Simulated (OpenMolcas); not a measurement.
# triplet InNH3Cl: levels of theory compared

We compute a comparison of 6 runs (UHF/3-21G, UHF/def2-SVPD, UPBE/def2-SVPD, USVWN5/def2-SVPD, UTPSS/def2-SVPD, ROMP2/def2-SVPD) of triplet InNH3Cl. 

Program for the calculation: OpenMolcas 26.06.

## Step 1: The molecule

InNH3Cl has 6 atoms, charge 0, and is taken as a triplet. As SMILES of the parent species, `[NH2][InH][Cl]`. The shape is that of a PBE0-D4/def2-TZVP optimisation. That shape belongs to the parent species and isn't relaxed for this state.

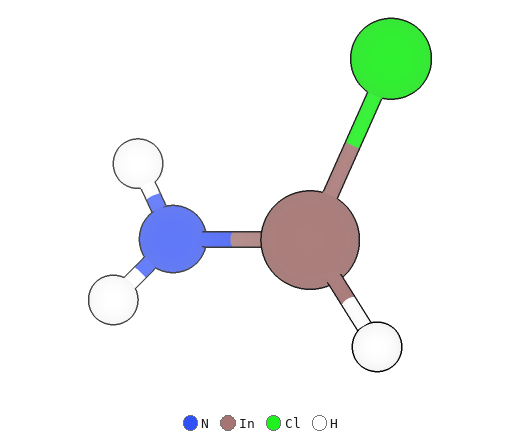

Viewed from a chosen angle; nitrogen blue, indium brown, chlorine green, hydrogen white.

## Step 2: A single-point energy at UHF/3-21G (run 1)

The input, job.input:

```
&gateway
  baslib = $CurrDir
  coord
  6
  angstrom
  N       -1.020800       0.188100      -0.504100
  In       0.792100       0.148600       0.327900
  Cl       0.990800      -1.771000       1.649200
  H       -1.219400       0.761400      -1.308200
  H       -1.558200      -0.664500      -0.526800
  H        2.057500       1.273400       0.315800
  basis = 3-21G
  group = NoSym

&seward

&scf
  uhf
  spin = 3
  thresholds = 1e-10 1e-07 1e-07 1e-05
  prorbitals = 1 2
```

The basis set 3-21G is read from a file made from the Basis Set Exchange's data (not shown).

Started as:

```
$ export MOLCAS_MEM=1860
$ pymolcas job.input > job.log
```

Standard output:

```text
--- Start Module: gateway ---
[...]
--- Stop Module: gateway /rc=_RC_ALL_IS_WELL_ ---
--- Start Module: seward ---
[...]
      Basis functions           59
--- Stop Module: seward /rc=_RC_ALL_IS_WELL_ ---
[...]
--- Start Module: scf ---
[...]
       Convergence after  25 Iterations
[...]
::    Total SCF energy                              -6227.8532230802
[...]
      Total spin, S                                     1.0051542184
[...]
      Total electronic charge=   76.000000
      Total            charge=   -0.000000
[...]
      Dipole Moment (debye):
      Origin of the operator (angstrom)=    0.6629   -0.2447    0.5198
                   X= -7.4644E+00               Y=  4.1570E+00               Z= -3.6480E+00           Total=  9.2901E+00
      Quadrupole Moment (debye*angstrom):
[...]
--- Stop Module: scf /rc=_RC_ALL_IS_WELL_ ---
[...]
```

Run time: 4.2 s. Hardware: 1 thread of Arm Neoverse V1, shared host; peak memory 0.39 GiB.

## Step 3: A single-point energy at UHF/def2-SVPD (core potential) (run 2)

The input, input.xyz:

```xyz
6

N     -1.020800     0.188100    -0.504100
In     0.792100     0.148600     0.327900
Cl     0.990800    -1.771000     1.649200
H     -1.219400     0.761400    -1.308200
H     -1.558200    -0.664500    -0.526800
H      2.057500     1.273400     0.315800
```

The input, mol.inp:

```
&GATEWAY
 BasLib
 $CurrDir
 Coord
 input.xyz
 Basis
 def2-SVPD
 Group
 NoSym

&SEWARD

&SCF
 UHF
 Spin
 3
 Thresholds
 1e-10 1e-07 1e-07 1e-05
 PrOrbitals
 1 1
```

The basis set def2-SVPD is read from a file made from the Basis Set Exchange's data (not shown).

Started as:

```
$ export MOLCAS_MEM=1860
$ pymolcas mol.inp > mol.log
```

Standard output:

```text
--- Start Module: gateway ---
[...]
--- Stop Module: gateway /rc=_RC_ALL_IS_WELL_ ---
--- Start Module: seward ---
[...]
      Basis functions          103
--- Stop Module: seward /rc=_RC_ALL_IS_WELL_ ---
[...]
--- Start Module: scf ---
[...]
       Convergence after  30 Iterations
[...]
::    Total SCF energy                               -704.6365573319
[...]
      Total spin, S                                     1.0046815460
[...]
      Total electronic charge=   48.000000
      Total            charge=   -0.000000
[...]
      Dipole Moment (debye):
      Origin of the operator (angstrom)=    0.6629   -0.2447    0.5198
                   X= -6.6422E+00               Y=  3.4446E+00               Z= -1.9409E+00           Total=  7.7299E+00
      Quadrupole Moment (debye*angstrom):
[...]
--- Stop Module: scf /rc=_RC_ALL_IS_WELL_ ---
[...]
```

Wall time 20 s (1 thread of Arm Neoverse V1, shared host); peak memory 0.58 GiB.

## Step 4: A single-point energy at UPBE/def2-SVPD (core potential) (run 3)

The input, job.input:

```
&GATEWAY
BasLib=$CurrDir
Coord
6
angstrom
N       -1.020800       0.188100      -0.504100
In       0.792100       0.148600       0.327900
Cl       0.990800      -1.771000       1.649200
H       -1.219400       0.761400      -1.308200
H       -1.558200      -0.664500      -0.526800
H        2.057500       1.273400       0.315800
Basis=def2-SVPD
Group=NoSym
&SEWARD
GridInput
Grid=UltraFine
End of Grid
&SCF
UHF
Spin=3
KSDFT=PBE
Thresholds=1e-10 1e-07 1e-07 1e-05
PrOrbitals=1 1
```

The basis set def2-SVPD is read from a file made from the Basis Set Exchange's data (not shown).

Started as:

```
$ export MOLCAS_MEM=1860
$ pymolcas job.input > job.log
```

Standard output:

```text
--- Start Module: gateway ---
[...]
--- Stop Module: gateway /rc=_RC_ALL_IS_WELL_ ---
--- Start Module: seward ---
[...]
      Basis functions          103
--- Stop Module: seward /rc=_RC_ALL_IS_WELL_ ---
[...]
--- Start Module: scf ---
[...]
       Convergence after  38 Iterations
[...]
::    Total KS-DFT energy                            -706.3350039353
[...]
      Total spin, S                                     1.0014426508
[...]
      Total electronic charge=   48.000000
      Total            charge=   -0.000000
[...]
      Dipole Moment (debye):
      Origin of the operator (angstrom)=    0.6629   -0.2447    0.5198
                   X= -3.2404E+00               Y=  2.1391E+00               Z= -9.5770E-01           Total=  3.9991E+00
      Quadrupole Moment (debye*angstrom):
[...]
--- Stop Module: scf /rc=_RC_ALL_IS_WELL_ ---
[...]
```

Run time: 1.7 min. Hardware: 1 thread of Arm Neoverse V1, shared host; peak memory 0.58 GiB.

Runs 4 to 5 aren't shown in full; the table further down has their settings and results.

## Step 5: The energy at ROMP2/def2-SVPD (core potential) (run 6)

The input, run.input:

```
&GATEWAY
  BASLIB=$CurrDir
  COORD
  6
  angstrom
  N       -1.020800       0.188100      -0.504100
  In       0.792100       0.148600       0.327900
  Cl       0.990800      -1.771000       1.649200
  H       -1.219400       0.761400      -1.308200
  H       -1.558200      -0.664500      -0.526800
  H        2.057500       1.273400       0.315800
  BASIS=def2-SVPD
  GROUP=NoSym

&SEWARD

&SCF
  UHF
  SPIN=3
  THRESHOLDS=1e-10 1e-07 1e-07 1e-05
  PRORBITALS=1 1

&RASSCF
  FILEORB=$Project.UnaOrb
  SPIN=3
  NACTEL=2 0 0
  INACTIVE=23
  RAS2=2
  OUTORBITALS=Canonical
  ORBLISTING=Nothing

&CASPT2
  IPEA=0.0
  FROZEN=10
```

The basis set def2-SVPD is read from a file made from the Basis Set Exchange's data (not shown).

Started as:

```
$ export MOLCAS_MEM=1860
$ pymolcas run.input > run.log
```

Standard output:

```text
--- Start Module: gateway ---
[...]
--- Stop Module: gateway /rc=_RC_ALL_IS_WELL_ ---
[...]
      Basis functions          103
[...]
       Convergence after  30 Iterations
[...]
::    Total SCF energy                               -704.6365573319
[...]
      Total spin, S                                     1.0046815460
[...]
--- Start Module: rasscf ---
[...]
      Number of active orbitals                  2
[...]
      Spin quantum number                      1.0
[...]
      Active orbitals                            2
[...]
      Number of CSFs                             1
[...]
      Number of root(s) required                 1
[...]
      Convergence after 15 iterations
[...]
      printout of CI-coefficients larger than  0.05 for root  1
      energy=    -704.630782
      conf/sym  11     Coeff  Weight
             1  uu   1.00000 1.00000
      Natural orbitals and occupation numbers for root  1
      sym 1:   1.000000   1.000000
      ************************************************************************************************************************
      *                                                    Final results                                                     *
[...]
::    RASSCF root number  1 Total energy:   -704.63078168
[...]
      Total electronic charge=   48.000000
      Total            charge=   -0.000000
[...]
      Dipole Moment (debye):
      Origin of the operator (angstrom)=    0.6629   -0.2447    0.5198
                   X= -6.6266E+00               Y=  3.4888E+00               Z= -1.8340E+00           Total=  7.7102E+00
      Quadrupole Moment (debye*angstrom):
[...]
--- Stop Module: rasscf /rc=_RC_ALL_IS_WELL_ ---
[...]
--- Start Module: caspt2 ---
[...]
 ###    WARNING: User changed nr of frozen orbitals.                         ###
 ###############################################################################
[...]
      E2 (Variational):          -0.3964936764
      Total energy:            -705.0272753526
[...]
      Reference weight:           0.86691
[...]
::    CASPT2 Root  1     Total energy:   -705.02727535
[...]
--- Stop Module: caspt2 /rc=_RC_ALL_IS_WELL_ ---
[...]
```

Wall time 32 s (1 thread of Arm Neoverse V1, shared host); peak memory 0.58 GiB.

## Step 6: The series

```
run                              level  integration grid  frozen core orbitals   energy (Eh)  dipole moment (D)  HOMO energy (eV)   ⟨S²⟩  wall time
  1                          UHF/3-21G                 –                     –  -6227.853223               9.29             -4.78  2.015      4.2 s
  2     UHF/def2-SVPD (core potential)                 –                     –   -704.636557               7.73             -5.01  2.014       20 s
  3    UPBE/def2-SVPD (core potential)         UltraFine                     –   -706.335004               4.00             -2.46  2.004    1.7 min
  4  USVWN5/def2-SVPD (core potential)         UltraFine                     –   -704.327154               3.63             -2.51  2.003       76 s
  5   UTPSS/def2-SVPD (core potential)         UltraFine                     –   -706.546072               4.78             -2.45  2.006    3.4 min
  6   ROMP2/def2-SVPD (core potential)                 –                    10   -705.027275                  –                 –      –       32 s
```

## Step 7: Summary of results

| quantity | value |
| --- | --- |
| run 6: total energy | -705.02728 Eh |

**Reading.** Over runs 1, 2, 3, 4, 5 the dipole moment (its size) runs from 3.63 D (USVWN5/def2-SVPD) to 9.29 D (UHF/3-21G). The two ends differ in method and basis and core potential. Totals of different functionals can't be ranked against each other. Some runs of one species differ in core potentials or relativity; totals across that change don't compare. In run 1 relativity is left out where basis or elements ask for it. All runs together took 7.3 min, the longest 3.4 min.
